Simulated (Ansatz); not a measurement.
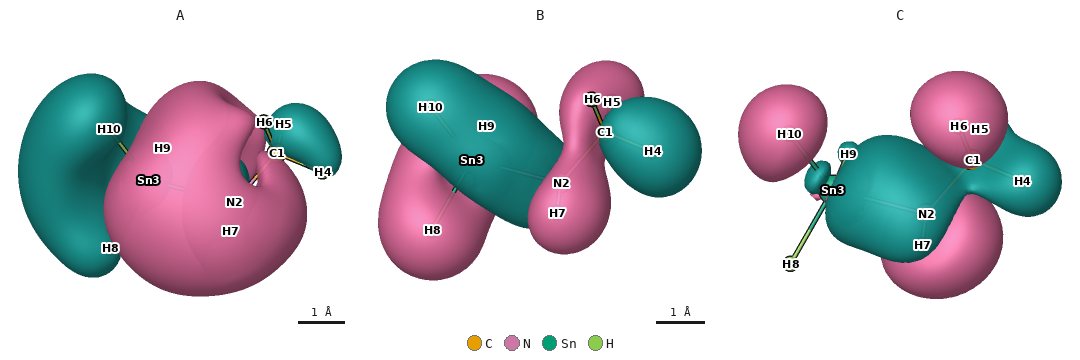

Figure 1: CH₇NSn. Three frontier orbitals at ±0.06 Å⁻³ᐟ² (teal and pink are the two phases), in no order.

Core potentials replace the inner electrons of Sn.

All numbers below come from RKS revPBE-D4/def2-SVP (Ansatz).

Input

```
crystal:
  periodic: [false, false, false]
  atoms:
    - { symbol: C, position_ang: [-0.8787, 0.6854, -0.8095] }
    - { symbol: "N", position_ang: [-0.467, -0.6352, -0.5928] }
    - { symbol: Sn, position_ang: [0.7916, -0.6231, 1.0108] }
    - { symbol: H, position_ang: [-1.5319, 0.7569, -1.7033] }
    - { symbol: H, position_ang: [-1.4906, 1.0853, 0.0457] }
    - { symbol: H, position_ang: [-0.0691, 1.4245, -1.0218] }
    - { symbol: H, position_ang: [0.1257, -0.9197, -1.4207] }
    - { symbol: H, position_ang: [1.4724, -2.2267, 1.2852] }
    - { symbol: H, position_ang: [-0.0309, -0.0587, 2.4898] }
    - { symbol: H, position_ang: [2.1617, 0.4601, 0.7195] }
basis:
  gaussian: { orbitals: def2-SVP }
hamiltonian:
  xc: revpbe
  dispersion: d4
relax:
  f_tol: 0.015
  max_steps: 40
output:
  orbitals: {}
```

Command:

```sh
ansatz run input.yaml --threads 1 --pin off --max-ram 2048MiB --backend cpu --events-out ev --progress --plain --runs-dir out
```

The fields are those of the relaxed geometry.

### Which picture is the HOMO−1, the HOMO and the LUMO?

B is the HOMO−1 (−7.45 eV). By Hirshfeld shares it lies mainly on Sn3 (about 25 %), N2 (about 20 %), C1 (about 10 %), H9 (about 10 %), H8 (about 10 %) and H4 (about 5 %). C is the HOMO (−4.91 eV). Its weight (Hirshfeld) is mainly on N2 (about 65 %), C1 (about 10 %), Sn3 (about 10 %) and H6 (about 5 %). A is the LUMO (−0.55 eV). Its weight (Hirshfeld) is mainly on Sn3 (about 50 %), N2 (about 20 %), H10 (about 5 %) and H7 (about 5 %).

### What is the HOMO–LUMO gap?

4.36 eV between the orbital energies.
